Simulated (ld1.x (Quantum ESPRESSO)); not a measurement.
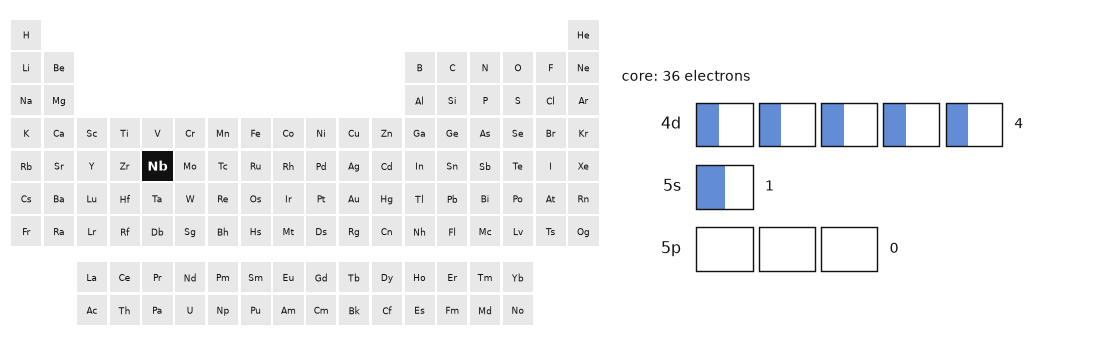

Left, the place of niobium in the periodic table; right, the valence shells of the reference configuration: a box for each of the 2l + 1 orbitals, shaded by the share of the shell that is filled, with the electron count at the right.

# Run report: Nb, pseudopotential generation (part 1 of 2)

- system: niobium (Nb, Z = 41), core [Kr], reference valence 4d4 5s1 5p0, valence charge 5.
- method: TM semilocal potential, Wu–Cohen, scalar-relativistic, made with ld1.x (Quantum ESPRESSO) 7.5

**The input**
```
 &input
   title='Nb', zed=41., rel=1, dft='WC', iswitch=3,
   config='[Kr] 4d4 5s1 5p0',
   nld=3, rlderiv=3.95, eminld=-2.0, emaxld=5.0, deld=0.02
 /
 &inputp
   pseudotype=1, tm=.true., lloc=2,
   nlcc=.true., rcore=1.45,
   file_pseudopw='Nb.pp', file_wfcaegen='ae.wfc', file_wfcncgen='nc.wfc'
 /
3
5S  1  0   1.00   0.00  2.20  2.20  0.0
5P  2  1   0.00   0.00  3.65  3.65  0.0
4D  3  2   4.00   0.00  1.85  1.85  0.0
 &test
   configts(1)='4d4 5s1 5p0'
 /
```

**Input of the test run**
```
 &input
   title='Nb', zed=41., rel=1, dft='WC', iswitch=2,
   config='[Kr] 4d4 5s1 5p0'
 /
 &test
   file_pseudo='Nb.pp', nconf=8,
   configts(1)='4d4 5s1 5p0',
   configts(2)='4d4 5s0 5p0',
   configts(3)='4d3 5s0 5p0',
   configts(4)='4d2 5s0 5p0',
   configts(5)='4d3 5s1 5p1',
   configts(6)='4d4.5 5s0.5 5p0',
   configts(7)='4d4 5s0.5 5p0',
   configts(8)='4d3 5s1 5p0'
 /
```

Hardware: 1 CPU thread, shared host.

Launched with:
```bash
ld1.x < Nb.in > Nb.out
```

**Output**
```
     Program LD1 v.7.5
     --------------------------- All-electron run ----------------------------

     Nb
     scalar relativistic calculation

     atomic number is 41.00
     dft =WC   lsd =0 sic =0 latt =0  beta=0.20 tr2=1.0E-14
     Exchange-correlation= WC
                           (   1   4  11   4   0   0   0)
     mesh =1227 r(mesh) = 100.62774 a.u. xmin = -7.00 dx = 0.01250
     1 Ry =  13.60569312 eV, c = 137.03599908

     n l     nl                  e(Ry)          e(Ha)          e(eV)
     1 0     1S 1( 2.00)     -1382.1696      -691.0848    -18805.3752
     2 0     2S 1( 2.00)      -193.3263       -96.6632     -2630.3389
     2 1     2P 1( 6.00)      -172.6697       -86.3349     -2349.2916
     3 0     3S 1( 2.00)       -32.2390       -16.1195      -438.6343
     3 1     3P 1( 6.00)       -25.4855       -12.7427      -346.7479
     4 0     4S 1( 2.00)        -4.2904        -2.1452       -58.3738
     4 1     4P 1( 6.00)        -2.5353        -1.2677       -34.4948
     3 2     3D 1(10.00)       -14.4303        -7.2151      -196.3339
     4 2     4D 1( 4.00)        -0.2240        -0.1120        -3.0471
     5 0     5S 1( 1.00)        -0.2951        -0.1475        -4.0144
     5 1     5P 1( 0.00)        -0.0779        -0.0390        -1.0601

     final scf error:  1.7E-15 reached in  32 iterations

     Etot =   -7638.003696 Ry,   -3819.001848 Ha, -103920.334362 eV

     Ekin =    7864.234328 Ry,    3932.117164 Ha,  106998.358911 eV
     Encl =  -18403.267955 Ry,   -9201.633978 Ha, -250389.216259 eV
     Eh   =    3137.127741 Ry,    1568.563870 Ha,   42682.797330 eV
     Exc  =    -236.097810 Ry,    -118.048905 Ha,   -3212.274344 eV

     normalization and overlap integrals

     s(1S/1S) =  1.000000  <r> =   0.0361  <r2> =    0.0018  r(max) =   0.0235
     s(2S/2S) =  1.000000  <r> =   0.1581  <r2> =    0.0295  r(max) =   0.1335
     s(2P/2P) =  1.000000  <r> =   0.1377  <r2> =    0.0232  r(max) =   0.1066
     s(3S/3S) =  1.000000  <r> =   0.4435  <r2> =    0.2254  r(max) =   0.3961
     s(3P/3P) =  1.000000  <r> =   0.4460  <r2> =    0.2317  r(max) =   0.3912
     s(4S/4S) =  1.000000  <r> =   1.1583  <r2> =    1.5230  r(max) =   1.0242
     s(4P/4P) =  1.000000  <r> =   1.3029  <r2> =    1.9521  r(max) =   1.1179
     s(3D/3D) =  1.000000  <r> =   0.4331  <r2> =    0.2263  r(max) =   0.3325
     s(4D/4D) =  1.000000  <r> =   2.2132  <r2> =    6.2436  r(max) =   1.5090
     s(5S/5S) =  1.000000  <r> =   3.6841  <r2> =   15.6024  r(max) =   3.0769
     s(5P/5P) =  1.000000  <r> =   5.4225  <r2> =   34.8666  r(max) =   4.1534

     ------------------------ End of All-electron run ------------------------

     --------------------- Generating NC pseudopotential ---------------------

      Generating local pot.: lloc=2, matching radius rcloc =   1.8500

      Computing core charge for nlcc:

       r > 1.45 : true rho core
       r < 1.45 : rho core = a sin(br)/r    a=   6.71  b=   1.74

      Integrated core pseudo-charge :   8.28

      Wfc   5S  rcut= 2.196  Using Troullier-Martins method

      Wfc   5P  rcut= 3.620  Using Troullier-Martins method

     ------------------- End of pseudopotential generation -------------------

     --------------------------- All-electron run ----------------------------

     Nb
     scalar relativistic calculation

     atomic number is 41.00
     dft =WC   lsd =0 sic =0 latt =0  beta=0.20 tr2=1.0E-14
     Exchange-correlation= WC
                           (   1   4  11   4   0   0   0)
     mesh =1227 r(mesh) = 100.62774 a.u. xmin = -7.00 dx = 0.01250
     1 Ry =  13.60569312 eV, c = 137.03599908

     n l     nl                  e(Ry)          e(Ha)          e(eV)
     1 0     1S 1( 2.00)     -1382.1696      -691.0848    -18805.3752
     2 0     2S 1( 2.00)      -193.3263       -96.6632     -2630.3389
     2 1     2P 1( 6.00)      -172.6697       -86.3349     -2349.2916
     3 0     3S 1( 2.00)       -32.2390       -16.1195      -438.6343
     3 1     3P 1( 6.00)       -25.4855       -12.7427      -346.7479
     4 0     4S 1( 2.00)        -4.2904        -2.1452       -58.3738
     4 1     4P 1( 6.00)        -2.5353        -1.2677       -34.4948
     3 2     3D 1(10.00)       -14.4303        -7.2151      -196.3339
     4 2     4D 1( 4.00)        -0.2240        -0.1120        -3.0471
     5 0     5S 1( 1.00)        -0.2951        -0.1475        -4.0144
     5 1     5P 1( 0.00)        -0.0779        -0.0390        -1.0601

     final scf error:  1.7E-15 reached in  32 iterations

     Etot =   -7638.003696 Ry,   -3819.001848 Ha, -103920.334362 eV

     Ekin =    7864.234328 Ry,    3932.117164 Ha,  106998.358911 eV
     Encl =  -18403.267955 Ry,   -9201.633978 Ha, -250389.216259 eV
     Eh   =    3137.127741 Ry,    1568.563870 Ha,   42682.797330 eV
     Exc  =    -236.097810 Ry,    -118.048905 Ha,   -3212.274344 eV

     normalization and overlap integrals

     s(1S/1S) =  1.000000  <r> =   0.0361  <r2> =    0.0018  r(max) =   0.0235
     s(2S/2S) =  1.000000  <r> =   0.1581  <r2> =    0.0295  r(max) =   0.1335
     s(2P/2P) =  1.000000  <r> =   0.1377  <r2> =    0.0232  r(max) =   0.1066
     s(3S/3S) =  1.000000  <r> =   0.4435  <r2> =    0.2254  r(max) =   0.3961
     s(3P/3P) =  1.000000  <r> =   0.4460  <r2> =    0.2317  r(max) =   0.3912
     s(4S/4S) =  1.000000  <r> =   1.1583  <r2> =    1.5230  r(max) =   1.0242
     s(4P/4P) =  1.000000  <r> =   1.3029  <r2> =    1.9521  r(max) =   1.1179
     s(3D/3D) =  1.000000  <r> =   0.4331  <r2> =    0.2263  r(max) =   0.3325
     s(4D/4D) =  1.000000  <r> =   2.2132  <r2> =    6.2436  r(max) =   1.5090
     s(5S/5S) =  1.000000  <r> =   3.6841  <r2> =   15.6024  r(max) =   3.0769
     s(5P/5P) =  1.000000  <r> =   5.4225  <r2> =   34.8666  r(max) =   4.1534

     ------------------------ End of All-electron run ------------------------

     Computing logarithmic derivative in   3.92630
     Computing logarithmic derivative in   3.92630
     Computing the partial wave expansion
     R is outside the sphere for l=    0 j= 0.00
     R is outside the sphere for l=    1 j= 0.00
       no projector for channel:   2

     ---------------------- Testing the pseudopotential ----------------------

     Nb
     scalar relativistic calculation

     atomic number is 41.00   valence charge is  5.00
     dft =WC   lsd =0 sic =0 latt =0  beta=0.20 tr2=1.0E-14
     mesh =1227 r(mesh) = 100.62774 xmin = -7.00 dx = 0.01250

     n l     nl             e AE (Ry)        e PS (Ry)    De AE-PS (Ry)
     3 2     4D   1( 4.00)       -0.22396       -0.22395       -0.00000
     1 0     5S   1( 1.00)       -0.29505       -0.29505       -0.00000
     2 1     5P   1( 0.00)       -0.07791       -0.07791        0.00000

     eps = 1.3E-15  iter = 11

     Etot =   -7638.003696 Ry,   -3819.001848 Ha, -103920.334362 eV
     Etotps =   -19.528920 Ry,      -9.764460 Ha,    -265.704488 eV

     Ekin =      12.142753 Ry,       6.071376 Ha,     165.210566 eV
     Encl =     -27.629567 Ry,     -13.814783 Ha,    -375.919404 eV
     Ehrt =       9.224380 Ry,       4.612190 Ha,     125.504079 eV
     Ecxc =     -13.677646 Ry,      -6.838823 Ha,    -186.093848 eV
     (Ecc =      -9.517682 Ry,      -4.758841 Ha,    -129.494665 eV)
     Epseu=       0.411160 Ry,       0.205580 Ha,       5.594119 eV

     ---------------------- End of pseudopotential test ----------------------
```

**Output of the test run (extracts)**
```
     ---------------------- Testing the pseudopotential ----------------------

     Nb
     scalar relativistic calculation

     atomic number is 41.00   valence charge is  5.00
     dft =WC   lsd =0 sic =0 latt =0  beta=0.20 tr2=1.0E-14
     mesh =1227 r(mesh) = 100.62774 xmin = -7.00 dx = 0.01250

     n l     nl             e AE (Ry)        e PS (Ry)    De AE-PS (Ry)
     3 2     4D   1( 4.00)       -0.22396       -0.22395       -0.00000
     1 0     5S   1( 1.00)       -0.29505       -0.29505       -0.00000
     2 1     5P   1( 0.00)       -0.07791       -0.07791        0.00000

     eps = 7.5E-15  iter = 13

     Etot =   -7638.003696 Ry,   -3819.001848 Ha, -103920.334362 eV
     Etotps =   -19.528920 Ry,      -9.764460 Ha,    -265.704488 eV

     Ekin =      12.142752 Ry,       6.071376 Ha,     165.210557 eV
     Encl =     -27.629565 Ry,     -13.814783 Ha,    -375.919389 eV
     Ehrt =       9.224379 Ry,       4.612190 Ha,     125.504072 eV
     Ecxc =     -13.677645 Ry,      -6.838823 Ha,    -186.093845 eV
     (Ecc =      -9.517682 Ry,      -4.758841 Ha,    -129.494665 eV)
     Epseu=       0.411160 Ry,       0.205580 Ha,       5.594118 eV

     ---------------------- End of pseudopotential test ----------------------

     ---------------------- Testing the pseudopotential ----------------------

     Nb
     scalar relativistic calculation

     atomic number is 41.00   valence charge is  5.00
     dft =WC   lsd =0 sic =0 latt =0  beta=0.20 tr2=1.0E-14
     mesh =1227 r(mesh) = 100.62774 xmin = -7.00 dx = 0.01250

     n l     nl             e AE (Ry)        e PS (Ry)    De AE-PS (Ry)
     3 2     4D   1( 4.00)       -0.68268       -0.68164       -0.00103
     1 0     5S   1( 0.00)       -0.68714       -0.68869        0.00155
     2 1     5P   1( 0.00)       -0.41300       -0.41506        0.00205

     eps = 7.8E-15  iter =  7

     Etot =   -7637.516027 Ry,   -3818.758014 Ha, -103913.699292 eV
     Etotps =   -19.040517 Ry,      -9.520259 Ha,    -259.059438 eV
     dEtot_ae =       0.487669 Ry
     dEtot_ps =       0.488402 Ry,   Delta E=      -0.000734 Ry

     Ekin =      12.776403 Ry,       6.388202 Ha,     173.831818 eV
     Encl =     -25.459846 Ry,     -12.729923 Ha,    -346.398849 eV
     Ehrt =       7.090574 Ry,       3.545287 Ha,      96.472168 eV
     Ecxc =     -13.447648 Ry,      -6.723824 Ha,    -182.964576 eV
     (Ecc =      -9.517682 Ry,      -4.758841 Ha,    -129.494665 eV)

     ---------------------- End of pseudopotential test ----------------------

     ---------------------- Testing the pseudopotential ----------------------

     Nb
     scalar relativistic calculation

     atomic number is 41.00   valence charge is  5.00
     dft =WC   lsd =0 sic =0 latt =0  beta=0.20 tr2=1.0E-14
     mesh =1227 r(mesh) = 100.62774 xmin = -7.00 dx = 0.01250

     n l     nl             e AE (Ry)        e PS (Ry)    De AE-PS (Ry)
     3 2     4D   1( 3.00)       -1.40174       -1.41598        0.01423  !
     1 0     5S   1( 0.00)       -1.23343       -1.24647        0.01304  !
     2 1     5P   1( 0.00)       -0.88525       -0.88837        0.00312

     eps = 1.7E-15  iter =  7

     Etot =   -7636.485860 Ry,   -3818.242930 Ha, -103899.683152 eV
     Etotps =   -18.005631 Ry,      -9.002816 Ha,    -244.979096 eV
     dEtot_ae =       1.517836 Ry
     dEtot_ps =       1.523288 Ry,   Delta E=      -0.005452 Ry

     Ekin =      11.138154 Ry,       5.569077 Ha,     151.542303 eV
     Encl =     -20.819055 Ry,     -10.409528 Ha,    -283.257677 eV
     Ehrt =       4.420963 Ry,       2.210481 Ha,      60.150261 eV
     Ecxc =     -12.745693 Ry,      -6.372846 Ha,    -173.413982 eV
     (Ecc =      -9.517682 Ry,      -4.758841 Ha,    -129.494665 eV)

     ---------------------- End of pseudopotential test ----------------------

     ---------------------- Testing the pseudopotential ----------------------

     Nb
     scalar relativistic calculation

     atomic number is 41.00   valence charge is  5.00
     dft =WC   lsd =0 sic =0 latt =0  beta=0.20 tr2=1.0E-14
     mesh =1227 r(mesh) = 100.62774 xmin = -7.00 dx = 0.01250

     n l     nl             e AE (Ry)        e PS (Ry)    De AE-PS (Ry)
     3 2     4D   1( 2.00)       -2.24646       -2.29967        0.05321  !
     1 0     5S   1( 0.00)       -1.86529       -1.94808        0.08280  !
     2 1     5P   1( 0.00)       -1.44716       -1.46089        0.01373  !

     eps = 2.7E-17  iter =  7

     Etot =   -7634.670853 Ry,   -3817.335427 Ha, -103874.988728 eV
     Etotps =   -16.158885 Ry,      -8.079442 Ha,    -219.852830 eV
     dEtot_ae =       3.332843 Ry
     dEtot_ps =       3.370035 Ry,   Delta E=      -0.037192 Ry

     Ekin =       8.436963 Ry,       4.218482 Ha,     114.790733 eV
     Encl =     -14.902085 Ry,      -7.451042 Ha,    -202.753192 eV
     Ehrt =       2.128991 Ry,       1.064496 Ha,      28.966401 eV
     Ecxc =     -11.822755 Ry,      -5.911377 Ha,    -160.856773 eV
     (Ecc =      -9.517682 Ry,      -4.758841 Ha,    -129.494665 eV)

     ---------------------- End of pseudopotential test ----------------------

     ---------------------- Testing the pseudopotential ----------------------

     Nb
     scalar relativistic calculation

     atomic number is 41.00   valence charge is  5.00
     dft =WC   lsd =0 sic =0 latt =0  beta=0.20 tr2=1.0E-14
     mesh =1227 r(mesh) = 100.62774 xmin = -7.00 dx = 0.01250

     n l     nl             e AE (Ry)        e PS (Ry)    De AE-PS (Ry)
     3 2     4D   1( 3.00)       -0.42549       -0.43306        0.00757  !
     1 0     5S   1( 1.00)       -0.40511       -0.40546        0.00035
     2 1     5P   1( 1.00)       -0.15185       -0.14921       -0.00263

     eps = 7.7E-15  iter = 17

     Etot =   -7637.795955 Ry,   -3818.897978 Ha, -103917.507903 eV
     Etotps =   -19.316984 Ry,      -9.658492 Ha,    -262.820951 eV
     dEtot_ae =       0.207741 Ry
     dEtot_ps =       0.211936 Ry,   Delta E=      -0.004195 Ry

     Ekin =      10.721681 Ry,       5.360841 Ha,     145.875906 eV
     Encl =     -25.815822 Ry,     -12.907911 Ha,    -351.242151 eV
     Ehrt =       8.325450 Ry,       4.162725 Ha,     113.273519 eV
     Ecxc =     -13.317575 Ry,      -6.658788 Ha,    -181.194842 eV
     (Ecc =      -9.517682 Ry,      -4.758841 Ha,    -129.494665 eV)
     Epseu=       0.769282 Ry,       0.384641 Ha,      10.466617 eV

     ---------------------- End of pseudopotential test ----------------------
```

(Continued in part 2.) Outcome of the run: generated, with a spurious state above the valence levels.
